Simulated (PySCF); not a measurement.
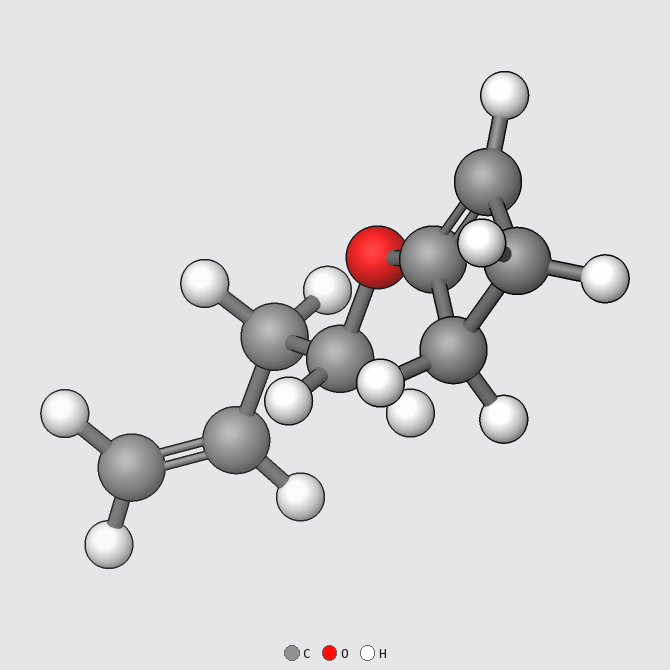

Multiple sticks mark multiple bonds (one Kekulé form).

Describe the molecule.

The molecule is C₈H₁₂O. SMILES: `C=CCCOC1=CCC1`. Independent rings (smallest set): 1 of 4 members. Among its groups: ether, alkene. The point group is C1. Coordination, clear cases only: 3 C trigonal planar; 2 C tetrahedral; 1 O bent.

The parts below concern this one geometry. Atoms keep their numbers from picture to picture. The computed structure is the end point of a PBE0-D3(BJ)/def2-SVP optimisation. No frequency run is at hand to confirm it as a minimum.

## Shape

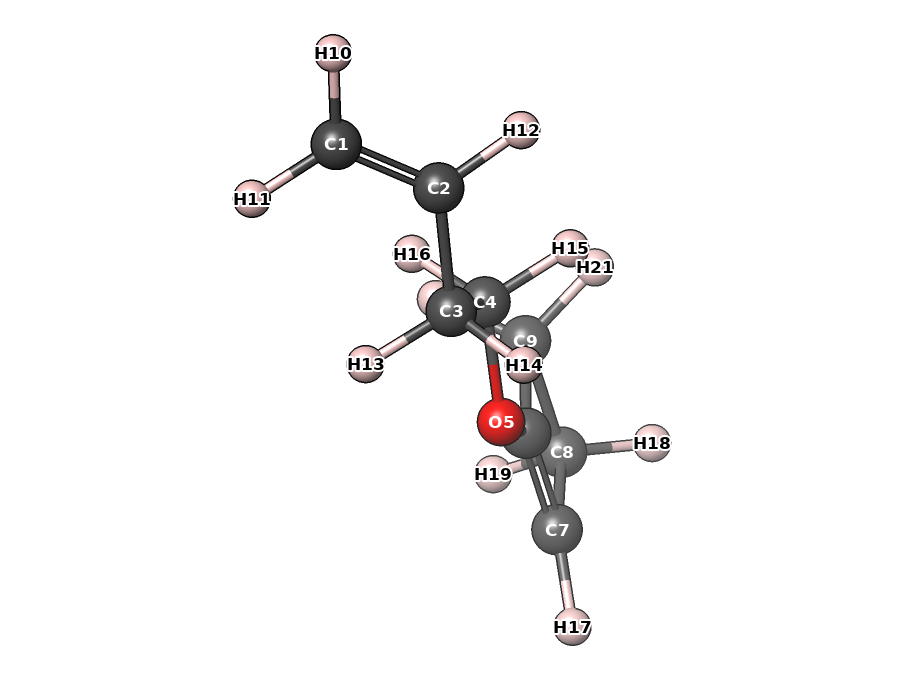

C4 lies behind C3. The molecule seen a little off the C3–C4 bond, C3 in front. Atoms fade into the background with distance from the viewer. No frequency run is at hand to confirm it as a minimum.

> What is the torsion angle C2–C3–C4–O5? The sign is positive where the front bond must turn clockwise to cover the back bond.

177°, antiperiplanar (anti). The bonds about C3–C4 are staggered.

## Electronic properties

No frequency run is at hand to confirm it as a minimum. Method: PBE0/pcSseg-1 in chloroform (IEF-PCM) (PySCF 2.14.0).

Predict the main results.

- dipole moment: 2.09 D
- HOMO energy (Kohn–Sham orbital): −6.17 eV
- LUMO energy (Kohn–Sham orbital): 0.23 eV
- HOMO–LUMO gap: 6.41 eV

## Ring current

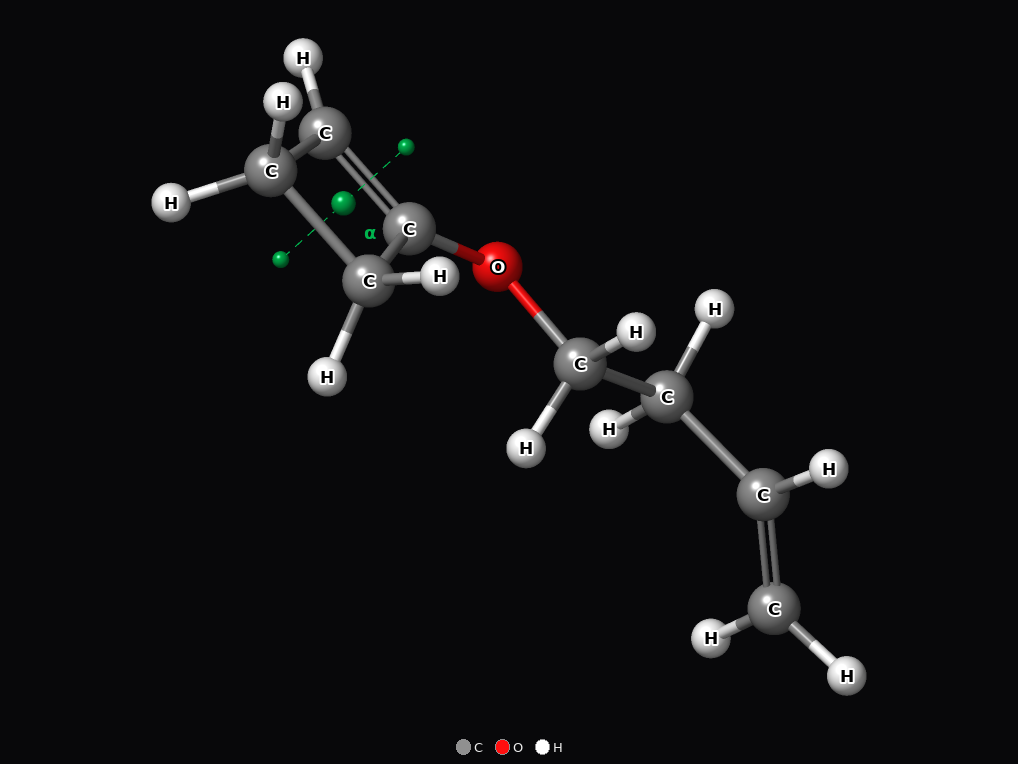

The small points mark where nucleus-independent chemical shifts (NICS) were computed: at the centre of each lettered ring and 1 Å above and below it. No frequency run is at hand to confirm it as a minimum. Level of theory: GIAO PBE0/pcSseg-1 NMR shielding, non-relativistic, IEF-PCM dimethylsulfoxide (PySCF 2.14.0).

Give NICS(0), NICS(1) and the out-of-plane component NICS(1)zz for each ring (means of the two sides).

```json
{"ring": "α", "members": "C4", "NICS(0)": "−6.3", "NICS(1)": "−2.9", "NICS(1)zz": "−1.9"}
```

Values in ppm.

## NMR shielding

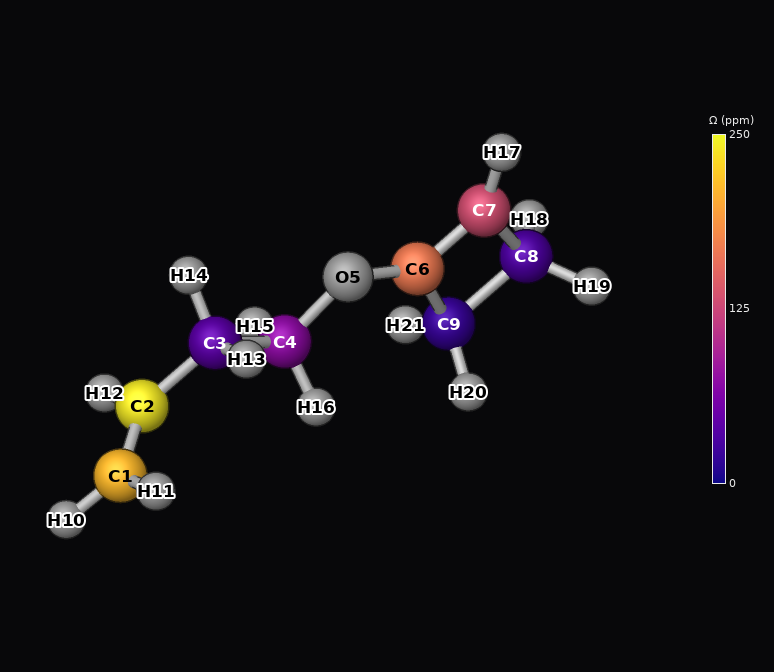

The C atoms are coloured by the span of their shielding tensor. No frequency run is at hand to confirm it as a minimum. Method: GIAO PBE0/pcSseg-1 NMR shielding, non-relativistic, IEF-PCM chloroform (PySCF 2.14.0). Principal shieldings σ11 ≤ σ22 ≤ σ33, span Ω = σ33 − σ11, skew κ = 3(σiso − σ22)/Ω.

> Which C atom has the most anisotropic shielding?

C2, with a span of 242 ppm.

Give the shielding tensors of the C atoms.

| atom | σ11 | σ22 | σ33 | σiso | Ω | κ |
| --- | --- | --- | --- | --- | --- | --- |
| C1 | −57.6 | 78.1 | 154.3 | 58.3 | 212.0 | −0.28 |
| C2 | −83.0 | 47.5 | 158.7 | 41.0 | 241.7 | −0.08 |
| C3 | 126.6 | 144.8 | 167.2 | 146.2 | 40.7 | 0.10 |
| C4 | 87.5 | 102.1 | 161.2 | 116.9 | 73.7 | 0.60 |
| C6 | −72.1 | 53.2 | 95.4 | 25.5 | 167.6 | −0.50 |
| C7 | 3.0 | 113.6 | 135.3 | 84.0 | 132.3 | −0.67 |
| C8 | 146.2 | 162.5 | 179.2 | 162.6 | 33.0 | 0.01 |
| C9 | 143.7 | 151.1 | 164.1 | 153.0 | 20.4 | 0.28 |

Shieldings and span in ppm.

## Quadrupole coupling

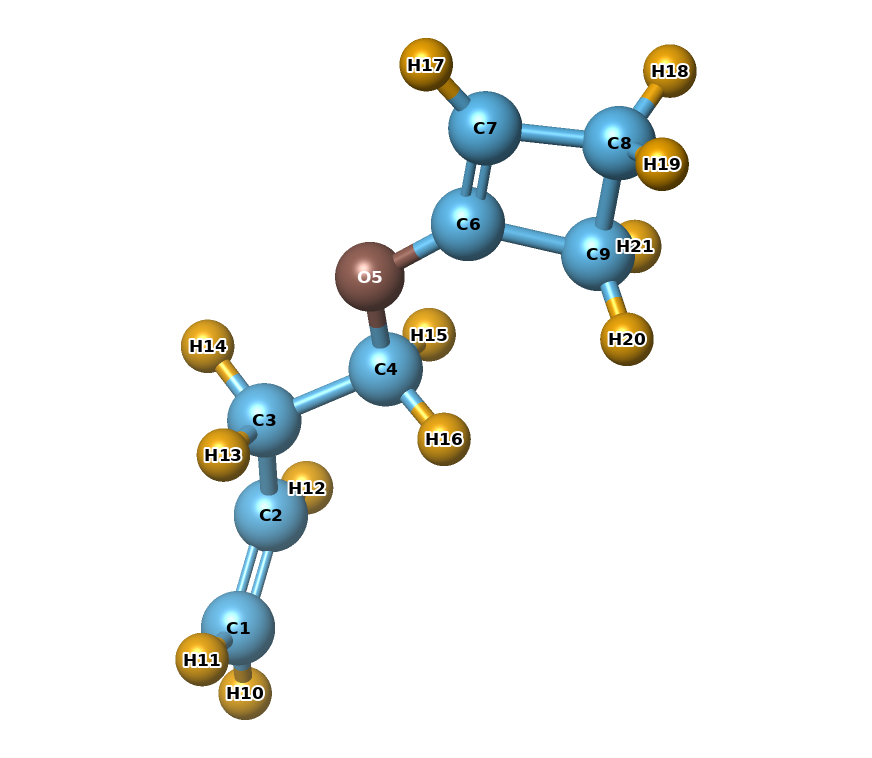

No frequency run is at hand to confirm it as a minimum. Electric field gradients from the ground-state density, PBE0/pcSseg-1 in chloroform (IEF-PCM) (PySCF 2.14.0), non-relativistic apart from any core potentials.

Give the largest field-gradient component, the quadrupole coupling constant and the asymmetry for 17O at O5 (Q = −25.6 mb).

```
atom  V_zz (a.u.)  e²qQ/h (MHz)     η
  O5        1.830        −11.01  0.70
```
